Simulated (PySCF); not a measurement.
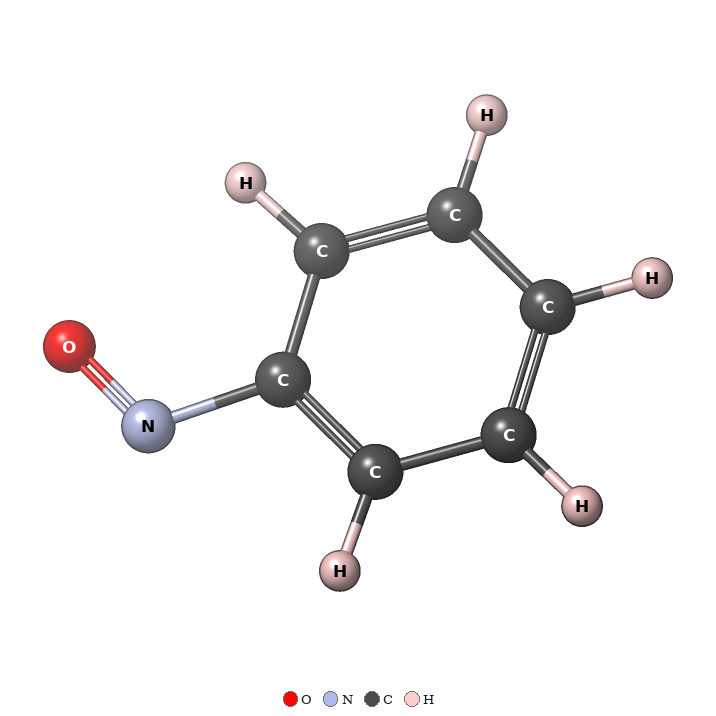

Orthographic view. Distant atoms are faded towards the background colour. The geometry was computed by an optimisation with PBE0-D3(BJ)/def2-SVP. No frequency run is at hand to confirm it as a minimum.

**Write the InChI string.**

InChI=1S/C6H5NO/c8-7-6-4-2-1-3-5-6/h1-5H
